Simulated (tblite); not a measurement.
C$_{6}$H$_{7}$SSi: geometry relaxation

C$_{6}$H$_{7}$SSi, multiplicity 2, computed with GFN2-xTB geometry optimisation, gas phase (tblite 0.8.0).

It belongs to a series of runs on one base structure; here: X = H replaced by SH.

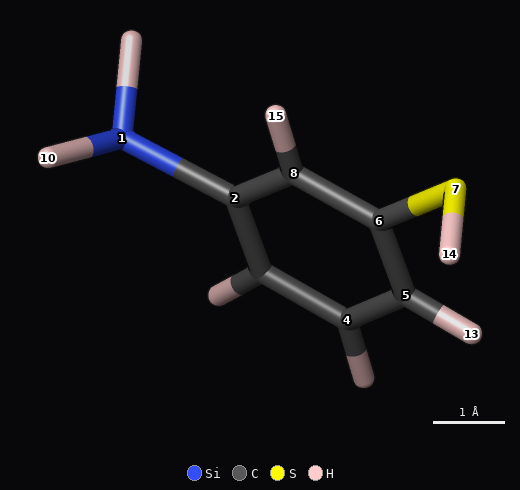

The structure as given in the input (stick view, seen at a tilt; atoms are numbered from 1 in the order of the input). Bond lengths as drawn: C–C 1.37 to 1.40 Å, C–H 1.07 to 1.09 Å, C–S 1.78 Å, C–Si 1.84 Å, H–S 1.43 Å and H–Si 1.44 to 1.46 Å.

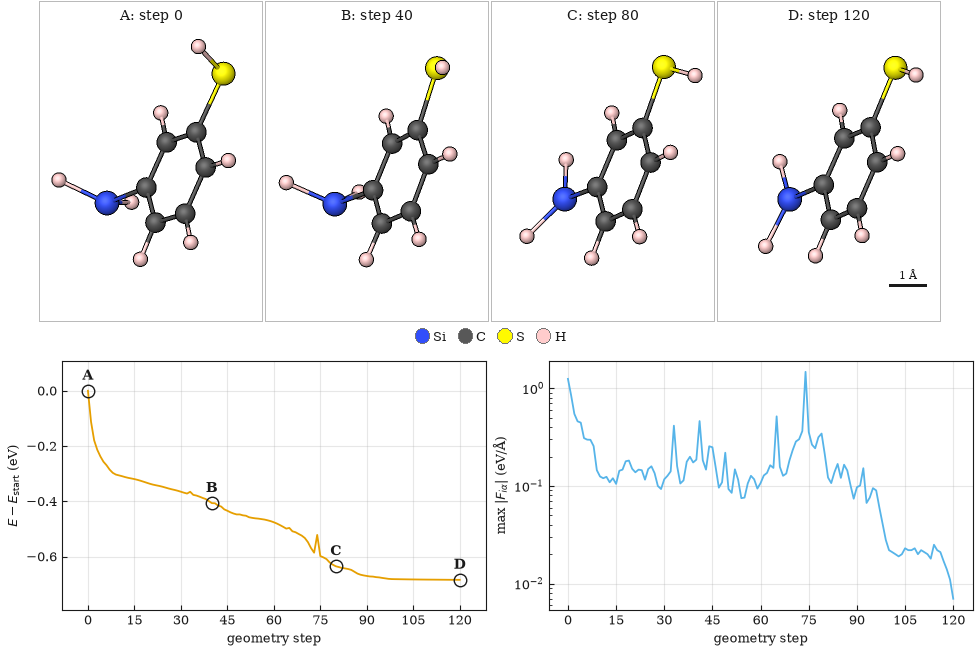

Frames of the relaxation (ball-and-stick view, seen at a tilt) above the curves, on which the letters mark them (steps are counted from 0).

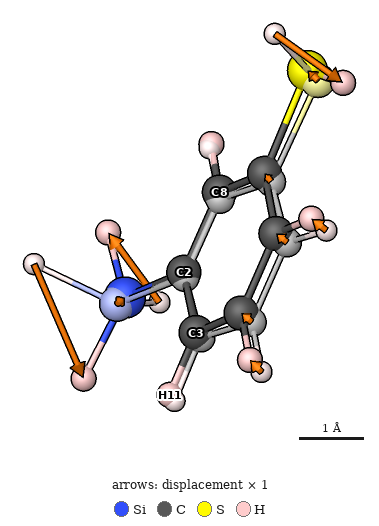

Start (faint) and end (solid) with the displacements as orange arrows, at true length (ball-and-stick view, seen at a tilt). The two geometries are laid on each other by the best rigid fit. H10 moves most after the best rigid fit: 2.00 Å. Largest moves by element: H 2.00 Å, S 0.25 Å, C 0.23 Å, Si 0.20 Å. Among the contacts that change: S7–H14 1.426 → 1.332 Å, C2–C8 1.371 → 1.404 Å, C2–C3 1.377 → 1.407 Å, C3–C4 1.395 → 1.376 Å. Among the angles that change: C6–S7–H14 111.4° → 96.1°, C2–Si1–H9 114.1° → 120.1°, C5–C6–S7 117.1° → 121.2°. Over 120 geometry steps the energy falls by 0.684 eV. The largest force component goes from 1.2 to 0.007 eV/Å. (Atoms are counted from 1 in the order of the input.)

The input that produced these results follows, with the program's output.

Input file
```
{"job": {"kind": "relax", "xc": "GFN2-xTB", "basis": "xTB"}, "charge": 0, "multiplicity": 2}
Si     2.862000    -0.131200     0.316000
C      1.055600     0.105400     0.058300
C      0.542500     1.383700     0.067900
C     -0.814000     1.643500    -0.126500
C     -1.708700     0.586900    -0.301000
C     -1.194000    -0.693800    -0.308500
S     -2.348100    -2.031500    -0.555700
C      0.170200    -0.926500    -0.117600
H      3.552200    -0.684200    -0.822700
H      3.208800    -0.704400     1.612800
H      1.185000     2.251900     0.208000
H     -1.149200     2.660600    -0.106100
H     -2.767800     0.795100    -0.440800
H     -3.110200    -2.286200     0.621900
H      0.511200    -1.961200    -0.127900
```

The first line tells a small driver script what to run in tblite; the rest is the geometry in Å.

Launch command:
```bash
OMP_NUM_THREADS=1 python <driver script> task.json out
```

The program's output
```
step      E/eV     max force
  0    -579.33788    1.540
  1    -579.45027    1.223
  2    -579.51721    0.752
  3    -579.55128    0.616
  4    -579.57530    0.587
  5    -579.59467    0.360
  6    -579.60750    0.426
  7    -579.62329    0.351
  8    -579.63486    0.266
  9    -579.64124    0.178
 10    -579.64417    0.128
 11    -579.64707    0.162
 12    -579.65038    0.173
 13    -579.65313    0.123
 14    -579.65532    0.140
 15    -579.65764    0.131
 16    -579.66042    0.153
 17    -579.66369    0.148
 18    -579.66727    0.186
 19    -579.67098    0.182
 20    -579.67461    0.160
 21    -579.67770    0.143
 22    -579.68009    0.153
 23    -579.68238    0.157
 24    -579.68509    0.156
 25    -579.68826    0.209
 26    -579.69153    0.188
 27    -579.69442    0.138
 28    -579.69702    0.109
 29    -579.69991    0.107
 30    -579.70339    0.150
 31    -579.70693    0.141
 32    -579.70992    0.143
 33    -579.70354    0.599
 34    -579.71474    0.189
 35    -579.71714    0.125
 36    -579.72118    0.114
 37    -579.72577    0.177
 38    -579.72972    0.201
 39    -579.73716    0.216
 40    -579.74461    0.201
 41    -579.74511    0.558
 42    -579.75337    0.256
 43    -579.75695    0.221
 44    -579.76727    0.267
 45    -579.77221    0.252
 46    -579.77787    0.160
 47    -579.78232    0.121
 48    -579.78555    0.132
 49    -579.78550    0.256
 50    -579.78878    0.099
 51    -579.79026    0.086
 52    -579.79573    0.153
 53    -579.79796    0.123
 54    -579.79966    0.082
 55    -579.80073    0.090
 56    -579.80242    0.137
 57    -579.80415    0.154
 58    -579.80682    0.138
 59    -579.80992    0.119
 60    -579.81388    0.151
 61    -579.81862    0.166
 62    -579.82422    0.167
 63    -579.83027    0.193
 64    -579.83683    0.185
 65    -579.83439    0.527
 66    -579.84658    0.218
 67    -579.84992    0.143
 68    -579.85616    0.165
 69    -579.86216    0.221
 70    -579.87088    0.324
 71    -579.88573    0.384
 72    -579.90722    0.326
 73    -579.92405    0.379
 74    -579.85966    1.740
 75    -579.93613    0.368
 76    -579.94106    0.275
 77    -579.94720    0.254
 78    -579.95920    0.345
 79    -579.96729    0.367
 80    -579.97317    0.216
 81    -579.97614    0.130
 82    -579.97926    0.112
 83    -579.98103    0.155
 84    -579.98313    0.179
 85    -579.98633    0.134
 86    -579.99297    0.183
 87    -579.99966    0.164
 88    -580.00382    0.115
 89    -580.00631    0.116
 90    -580.00824    0.135
 91    -580.01004    0.129
 92    -580.01059    0.160
 93    -580.01250    0.085
 94    -580.01348    0.078
 95    -580.01539    0.107
 96    -580.01698    0.096
 97    -580.01870    0.060
 98    -580.01952    0.047
 99    -580.01981    0.037
100    -580.01998    0.029
101    -580.02016    0.026
102    -580.02034    0.027
103    -580.02054    0.024
104    -580.02071    0.026
105    -580.02085    0.028
106    -580.02099    0.026
107    -580.02113    0.028
108    -580.02125    0.030
109    -580.02136    0.030
110    -580.02145    0.027
111    -580.02153    0.023
112    -580.02163    0.021
113    -580.02173    0.019
114    -580.02183    0.027
115    -580.02193    0.024
116    -580.02204    0.021
117    -580.02213    0.018
118    -580.02220    0.015
119    -580.02224    0.012
120    -580.02226    0.007
```

Trajectory as extended XYZ (Å, eV, eV/Å), 7 of the 121 frames kept, from step=0 to step=120
```
15
Properties=species:S:1:pos:R:3:forces:R:3 step=0 energy=-579.33788
Si    2.8620   -0.1312    0.3160    1.0030  -0.1670   0.3990
C     1.0556    0.1054    0.0583   -0.2400   0.3270   0.0330
C     0.5425    1.3837    0.0679   -0.8610   1.2490  -0.1730
C    -0.8140    1.6435   -0.1265    0.2940  -0.6580   0.1370
C    -1.7087    0.5869   -0.3010    0.3240   0.8740  -0.0010
C    -1.1940   -0.6938   -0.3085    0.0020   0.0680   0.8040
S    -2.3481   -2.0315   -0.5557   -0.7050  -1.0950   0.1920
C     0.1702   -0.9265   -0.1176   -0.9780  -1.1470  -0.3130
H     3.5522   -0.6842   -0.8227    0.1110  -0.1630  -0.1850
H     3.2088   -0.7044    1.6128   -0.0400   0.0010  -0.0960
H     1.1850    2.2519    0.2080    0.0160  -0.3060   0.0040
H    -1.1492    2.6606   -0.1061   -0.2200   0.2230  -0.0450
H    -2.7678    0.7951   -0.4408    0.2880  -0.2240   0.0340
H    -3.1102   -2.2862    0.6219    1.0480   0.7860  -0.8050
H     0.5112   -1.9612   -0.1279   -0.0430   0.2340   0.0150
15
Properties=species:S:1:pos:R:3:forces:R:3 step=20 energy=-579.67461
Si    2.8859   -0.1586    0.3168   -0.0240   0.0020  -0.0270
C     1.0425    0.1600    0.0671   -0.0030  -0.0710   0.0220
C     0.4935    1.4383    0.0662    0.0320  -0.0140   0.0310
C    -0.8643    1.6377   -0.1062    0.0250  -0.0340   0.0720
C    -1.7106    0.5606   -0.2949    0.0170  -0.0090  -0.0280
C    -1.1743   -0.7169   -0.3154    0.0250  -0.0370   0.1370
S    -2.2494   -2.1401   -0.5589    0.1500   0.0550   0.0040
C     0.1800   -0.9182   -0.1203    0.0020  -0.0710  -0.1090
H     3.4892   -0.8326   -0.8248   -0.0040  -0.0170  -0.0090
H     3.1913   -0.7938    1.5927   -0.0320   0.0230   0.0000
H     1.1338    2.2956    0.2161    0.0440  -0.0120  -0.0070
H    -1.2561    2.6410   -0.0755   -0.1130   0.0630  -0.0420
H    -2.7725    0.7009   -0.4212   -0.0390   0.0310  -0.0360
H    -2.9481   -1.9326    0.5519   -0.1200   0.0120   0.0150
H     0.5547   -1.9336   -0.1155    0.0390   0.0780  -0.0230
15
Properties=species:S:1:pos:R:3:forces:R:3 step=40 energy=-579.74461
Si    2.9146   -0.1455    0.2308    0.0590   0.0340   0.0780
C     1.0754    0.1735    0.0299   -0.0390  -0.0540   0.0720
C     0.4927    1.4346    0.0906    0.0240   0.0350  -0.0610
C    -0.8680    1.6064   -0.0787   -0.0260  -0.0070   0.0720
C    -1.7048    0.5117   -0.2023    0.0210  -0.0710  -0.0090
C    -1.1382   -0.7574   -0.1970   -0.0400  -0.0600  -0.1280
S    -2.1186   -2.2378   -0.3093   -0.0410   0.0770   0.0330
C     0.2363   -0.9208   -0.1394   -0.0620  -0.0310   0.0410
H     3.4701   -0.9621   -0.8388    0.0080  -0.0490   0.0030
H     3.1844   -0.6346    1.5798    0.0720   0.0360  -0.0470
H     1.0974    2.3088    0.2700    0.1720   0.0170  -0.0800
H    -1.2574    2.6128   -0.1059   -0.1860  -0.0330   0.0690
H    -2.7754    0.6371   -0.2963    0.0580  -0.0060   0.0030
H    -3.2494   -1.6928    0.1327   -0.0430   0.0220  -0.0580
H     0.6365   -1.9256   -0.1881    0.0230   0.0890   0.0120
15
Properties=species:S:1:pos:R:3:forces:R:3 step=60 energy=-579.81388
Si    2.9332   -0.1293    0.1438   -0.0840  -0.0800  -0.0970
C     1.0754    0.1194    0.0413   -0.0750   0.0190   0.0480
C     0.5073    1.3921    0.0704   -0.0300   0.0660   0.0210
C    -0.8626    1.5689    0.0227   -0.0330   0.0450  -0.0320
C    -1.7165    0.4848   -0.0821    0.0620  -0.0520  -0.0820
C    -1.1654   -0.7871   -0.1306    0.0510  -0.0860  -0.0210
S    -2.1974   -2.2230   -0.2783    0.0400  -0.0090  -0.0050
C     0.2082   -0.9647   -0.0599    0.0350  -0.0740  -0.0510
H     3.4647   -1.1252   -0.7808   -0.0350  -0.0200   0.0910
H     3.3951   -0.2339    1.5196    0.0450   0.0500  -0.0200
H     1.1538    2.2560    0.1156   -0.0060   0.0360   0.0660
H    -1.2745    2.5650    0.0523   -0.0450   0.0780  -0.0020
H    -2.7889    0.6077   -0.1591    0.0700   0.1070   0.0730
H    -3.3428   -1.5554   -0.4068   -0.0030  -0.0100   0.0160
H     0.6058   -1.9673   -0.0901    0.0060  -0.0720  -0.0050
15
Properties=species:S:1:pos:R:3:forces:R:3 step=80 energy=-579.97317
Si    2.8668   -0.2885    0.1206   -0.0250   0.2100   0.0460
C     1.0658    0.0910    0.0961   -0.0730   0.0090   0.0050
C     0.5025    1.3732    0.2063   -0.0140   0.0550  -0.0450
C    -0.8609    1.5629    0.1129    0.0010  -0.0330   0.0110
C    -1.7206    0.4870   -0.0575   -0.0260  -0.0150   0.0030
C    -1.1810   -0.7883   -0.1692    0.0250  -0.0320  -0.0080
S    -2.2121   -2.2206   -0.3687    0.0520  -0.0310  -0.0340
C     0.1829   -0.9782   -0.1098    0.0170  -0.0890  -0.0290
H     3.2073   -1.6600   -0.1867    0.1010  -0.0620   0.0490
H     3.8039    0.5532    0.8441   -0.0660  -0.0380  -0.0830
H     1.1416    2.2309    0.3505    0.0770   0.0030   0.0120
H    -1.2749    2.5608    0.1658    0.0310  -0.0300   0.0620
H    -2.7905    0.6220   -0.0967   -0.0220   0.1000  -0.0340
H    -3.3146   -1.5620   -0.7100   -0.0570   0.0490   0.0280
H     0.5794   -1.9754   -0.2195   -0.0230  -0.0950   0.0170
15
Properties=species:S:1:pos:R:3:forces:R:3 step=100 energy=-580.01998
Si    2.8612   -0.2934    0.1530   -0.0060   0.0160   0.0170
C     1.0534    0.0228    0.0958   -0.0020   0.0000  -0.0080
C     0.5191    1.3181    0.2304   -0.0060  -0.0050   0.0020
C    -0.8379    1.5366    0.1452   -0.0050  -0.0030   0.0100
C    -1.7173    0.4867   -0.0824   -0.0010  -0.0050  -0.0090
C    -1.2040   -0.7990   -0.2191   -0.0110   0.0020  -0.0140
S    -2.2631   -2.1921   -0.5151    0.0050  -0.0080  -0.0030
C     0.1539   -1.0307   -0.1309   -0.0090   0.0000   0.0020
H     3.3659   -1.6503    0.1903   -0.0220   0.0020  -0.0100
H     3.7664    0.7904    0.4719    0.0050   0.0220   0.0110
H     1.1836    2.1517    0.4089    0.0110  -0.0180  -0.0080
H    -1.2346    2.5360    0.2577    0.0220  -0.0080  -0.0060
H    -2.7800    0.6685   -0.1531    0.0120  -0.0110   0.0030
H    -3.3909   -1.4960   -0.6356   -0.0110   0.0210   0.0170
H     0.5201   -2.0413   -0.2389    0.0170  -0.0050  -0.0020
15
Properties=species:S:1:pos:R:3:forces:R:3 step=120 energy=-580.02226
Si    2.8592   -0.2885    0.1904    0.0020   0.0010  -0.0030
C     1.0536    0.0198    0.0900   -0.0020   0.0000   0.0020
C     0.5201    1.3153    0.2229   -0.0020  -0.0020  -0.0030
C    -0.8355    1.5351    0.1315   -0.0040   0.0010  -0.0040
C    -1.7141    0.4850   -0.0983    0.0040  -0.0010  -0.0060
C    -1.2014   -0.8009   -0.2361   -0.0040  -0.0020   0.0040
S    -2.2682   -2.1879   -0.5320   -0.0030   0.0020   0.0010
C     0.1561   -1.0341   -0.1446   -0.0010   0.0000   0.0020
H     3.3673   -1.6429    0.1478    0.0020  -0.0010   0.0000
H     3.7561    0.7966    0.5296   -0.0010   0.0010   0.0010
H     1.1875    2.1465    0.4017   -0.0020  -0.0070   0.0010
H    -1.2295    2.5358    0.2377    0.0020   0.0010   0.0040
H    -2.7768    0.6650   -0.1699    0.0040   0.0020   0.0010
H    -3.4041   -1.4927   -0.5401    0.0050  -0.0020   0.0010
H     0.5252   -2.0441   -0.2525    0.0010   0.0060  -0.0020
```

Summary

```tsv
quantity	value
outcome	converged
total energy	−580.0223 eV
hardware	1 CPU thread, shared host
wall time	0.81 s
peak memory	0.18 GiB
```
